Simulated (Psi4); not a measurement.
**InSiH5 (SMILES [SiH3][InH2]) at MP2/def2-TZVP (density fitting with def2-universal-jkfit, core potential, density fitting for correlation, sweep point 3)**

What is the vertical electron affinity of InSiH5 at MP2/def2-TZVP (density fitting with def2-universal-jkfit, core potential, density fitting for correlation, sweep point 3)? 

The calculation is run with Psi4 1.11.

2 further runs of the same task are left out: 2 set aside as unsound or not needed.

**1. The structure to begin with**

InSiH5 has 7 atoms, charge 0, and is taken as a singlet. SMILES: `[SiH3][InH2]`. Geometry: relaxed at PBE0-D4/def2-TZVP.

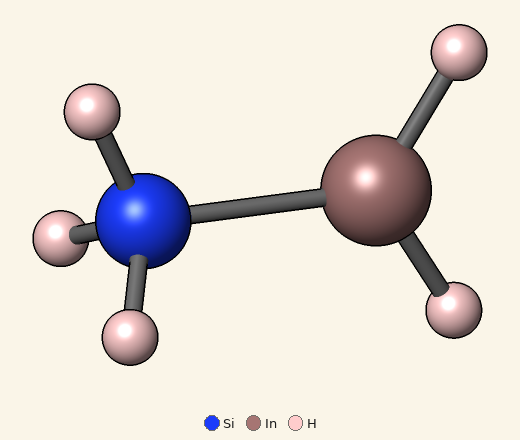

The structure, seen from a chosen angle (silicon blue, indium brown, hydrogen pink).

**2. The energy at MP2/def2-TZVP (density fitting with def2-universal-jkfit, core potential, density fitting for correlation, sweep point 3)**

calc.inp

```
memory 1600 mb

molecule molecule1 {
  0 1
  Si    -0.667100    -0.641500    -0.642100
  In     0.830800     0.837600     0.840500
  H     -2.119900    -0.371100    -0.463600
  H     -0.432000    -2.083300    -0.345900
  H     -0.338000    -0.425500    -2.080000
  H      0.179100     2.062100     1.872000
  H      2.547100     0.621800     0.819100
  units angstrom
  symmetry c1
}

set globals {
  basis def2-TZVP
  reference rhf
  puream true
  scf_type df
  num_frozen_docc 9
  df_basis_scf def2-universal-jkfit
}

energy("mp2")
print_variables()
```

On the command line:

```bash
$ psi4 -n 1 calc.inp calc.out
```

calc.out:

```text
[...]
    !!!  WARNING: ECP capability is in beta. Please check occupations closely.  !!!
[...]
  Running in c1 symmetry.
[...]
  Nuclear repulsion =  103.451878183438424
[...]
  Multiplicity = 1
[...]
  Nalpha       = 20
  Nbeta        = 20
[...]
    Number of basis functions: 117
[...]
   @DF-RHF iter   1:  -480.96355234204788   -1.30692e+00   3.07487e-03 DIIS/ADIIS
[...]
   @DF-RHF iter  11:  -481.03162010587761   -7.67386e-12   3.53414e-09 DIIS
[...]
    Orbital Energies [Eh]
    ---------------------
    Doubly Occupied:
       1A    -68.765845     2A     -6.116893     3A     -5.384275
       4A     -4.222964     5A     -4.222819     6A     -4.222739
       7A     -3.645664     8A     -3.635723     9A     -3.635353
      10A     -1.033094    11A     -1.026173    12A     -1.025322
      13A     -1.021836    14A     -1.019067    15A     -0.711688
      16A     -0.543418    17A     -0.480528    18A     -0.479692
      19A     -0.403656    20A     -0.356087
[...]
  @DF-RHF Final Energy:  -481.03162010587761
   => Energetics <=
    Nuclear Repulsion Energy =            103.4518781834384242
    One-Electron Energy =                -945.0613214581917418
    Two-Electron Energy =                 360.5778231688756819
    Total Energy =                       -481.0316201058776073
[...]
 Multipole Moments:
 ------------------------------------------------------------------------------------
     Multipole            Electronic (a.u.)      Nuclear  (a.u.)        Total (a.u.)
 ------------------------------------------------------------------------------------
 L = 1.  Multiply by 2.5417464519 to convert [e a0] to [Debye]
 Dipole X            :         24.1375526          -24.1494465           -0.0118939
 Dipole Y            :         24.0334192          -24.0119898            0.0214293
 Dipole Z            :         24.1010070          -24.0777811            0.0232259
 Magnitude           :                                                    0.0337657
[...]
```

It took 2.8 s on 1 thread of Intel Xeon Platinum 8488C (Sapphire Rapids), shared host; peak memory 0.25 GiB.

**3. The doublet anion**

input.inp

```
memory 1600 MB

molecule {
  -1 2
  Si    -0.667100    -0.641500    -0.642100
  In     0.830800     0.837600     0.840500
  H     -2.119900    -0.371100    -0.463600
  H     -0.432000    -2.083300    -0.345900
  H     -0.338000    -0.425500    -2.080000
  H      0.179100     2.062100     1.872000
  H      2.547100     0.621800     0.819100
  symmetry c1
}

set basis def2-TZVP
set reference uhf
set puream true
set scf_type df
set num_frozen_docc 9
set df_basis_scf def2-universal-jkfit
set maxiter 150

energy("mp2")
print_variables()
```

On the command line:

```bash
$ psi4 input.inp input.out -n 1
```

input.out:

```text
[...]
    !!!  WARNING: ECP capability is in beta. Please check occupations closely.  !!!
[...]
  Running in c1 symmetry.
[...]
  Nuclear repulsion =  103.451878183438424
[...]
  Multiplicity = 2
[...]
  Nalpha       = 21
  Nbeta        = 20
[...]
    Number of basis functions: 117
[...]
   @DF-UHF iter   1:  -480.89306114587185   -1.23643e+00   3.87608e-03 DIIS/ADIIS
[...]
   @DF-UHF iter  14:  -481.03252348622976   -3.13207e-11   9.17112e-09 DIIS
[...]
   @S^2 Observed:                7.661398777E-01
[...]
    Orbital Energies [Eh]
    ---------------------
    Alpha Occupied:
       1A    -68.605341     2A     -5.955232     3A     -5.171187
       4A     -4.061517     5A     -4.061331     6A     -4.060648
       7A     -3.429256     8A     -3.424188     9A     -3.423737
      10A     -0.814979    11A     -0.813324    12A     -0.811393
      13A     -0.810765    14A     -0.810352    15A     -0.552478
      16A     -0.365975    17A     -0.329392    18A     -0.328320
      19A     -0.212484    20A     -0.176186    21A     -0.015581
    Alpha Virtual:
      22A      0.213048    23A      0.228397    24A      0.260538
      25A      0.269934    26A      0.291185    27A      0.307318
[...]
  @DF-UHF Final Energy:  -481.03252348622976
   => Energetics <=
    Nuclear Repulsion Energy =            103.4518781834384242
    One-Electron Energy =                -952.5396233939875401
    Two-Electron Energy =                 368.0552217243193240
    Total Energy =                       -481.0325234862297634
  UHF NO Occupations:
  HONO-2 :   19  A 1.9988697
  HONO-1 :   20  A 1.9943291
[...]
 Multipole Moments:
 ------------------------------------------------------------------------------------
     Multipole            Electronic (a.u.)      Nuclear  (a.u.)        Total (a.u.)
 ------------------------------------------------------------------------------------
 L = 1.  Multiply by 2.5417464519 to convert [e a0] to [Debye]
 Dipole X            :         23.9560608          -24.1494465           -0.1933857
 Dipole Y            :         23.8104120          -24.0119898           -0.2015778
 Dipole Z            :         23.8687467          -24.0777811           -0.2090344
 Magnitude           :                                                    0.3488940
[...]
```

Run time: 3.3 s. Hardware: 1 thread of Intel Xeon Platinum 8488C (Sapphire Rapids), shared host; peak memory 0.25 GiB.

**4. What came out**

Level: MP2/def2-TZVP (density fitting with def2-universal-jkfit, core potential, density fitting for correlation, sweep point 3), 9 core orbitals frozen.

| quantity | value |
| --- | --- |
| singlet InSiH5: total energy | -481.44130 Eh |
| singlet InSiH5: HOMO energy (Hartree–Fock orbitals) | -9.69 eV |
| singlet InSiH5: LUMO energy (Hartree–Fock orbitals) | 0.32 eV |
| singlet InSiH5: HOMO–LUMO gap (Hartree–Fock orbitals) | 10.01 eV |
| singlet InSiH5: correlation energy (9 core orbitals frozen) | -409.7 mEh |
| doublet anion: total energy | -481.46015 Eh |
| doublet anion: HOMO energy (Hartree–Fock orbitals) (highest over α and β) | -0.42 eV |
| doublet anion: LUMO energy (Hartree–Fock orbitals) (lowest over α and β) | 5.38 eV |
| doublet anion: correlation energy (9 core orbitals frozen) | -427.6 mEh |
| doublet anion: ⟨S²⟩ of the reference determinant | 0.766 |
| vertical electron affinity (to the doublet anion) | 0.513 eV |

At fixed nuclei the extra electron is bound by 0.51 eV (49.5 kJ/mol). The basis has no diffuse functions, so the error can be as large as this value.
